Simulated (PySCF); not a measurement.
**CH₇OPSi₂ (SMILES [SiH3]O[C]P[SiH3]): density, localisation and related maps**

The calculation's input:

```
{"job": {"kind": "nmr", "xc": "PBE0", "basis": "pcSseg-2"}, "charge": 0, "multiplicity": 1}
C     -0.341323    -0.088467     1.979993
O     -1.192153     0.615183     1.296518
Si    -1.283583     1.535488    -0.151036
P      1.325037    -0.363162     1.232147
Si     1.036627    -1.236371    -0.836754
H      0.033586     1.518005    -0.852794
H     -1.632786     2.910642     0.286164
H     -2.360064     0.932953    -0.975644
H      1.595557    -1.559814     1.941924
H      1.661279    -0.367787    -1.878629
H      1.626850    -2.606500    -0.888543
H     -0.430623    -1.318145    -1.136505
```

Command:

```sh
OMP_NUM_THREADS=1 python cluster_run.py task.json out
```

Geometry: PBE0-D3(BJ)/def2-SVP.

Theory: PBE0/pcSseg-2, SCF density, gas phase, non-relativistic (PySCF).

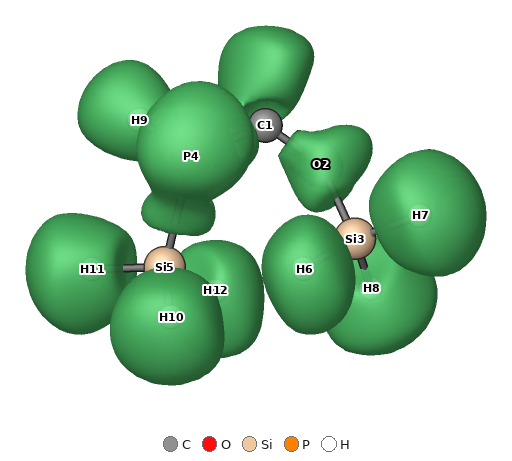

Figure 1. Isosurface of the electron localisation function at 0.75 (green), seen across its widest extent. Core shells and regions of very low density are left out.

Describe the localisation domains.

At this value the surface marks out six regions around hydrogen nuclei, one region on O in which the atom's valence shell and bonds are merged and one joined region spread over several atoms (C, H, P), in which their bonds and any lone pairs are merged. Along the contacts the grid gives the following. C–O (1.30 Å): the ELF peaks at about 0.85 between the atoms, as expected for a short, strongly polar bond. Si–O (1.72 Å): the ELF peaks at about 0.85 between the atoms, as expected for a polar covalent bond.

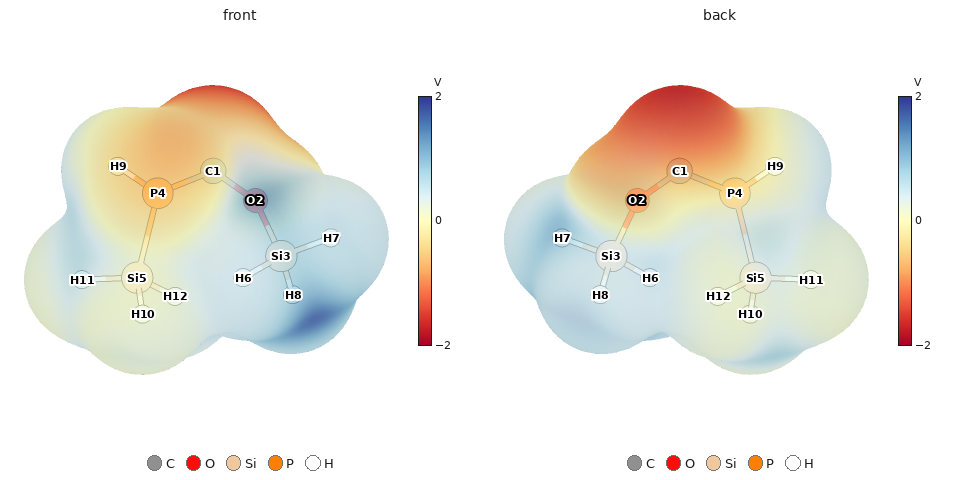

Figure 2. The electrostatic potential painted on the density surface at 0.001 e/bohr³, seen from the front and from behind; red is negative and blue positive.

Where is the surface potential most negative and most positive?

The most negative region (about −1.7 V) lies over C1, the most positive (about +1.6 V) over Si3.

What dipole moment does the calculation give?

Its dipole moment is 3.05 D.
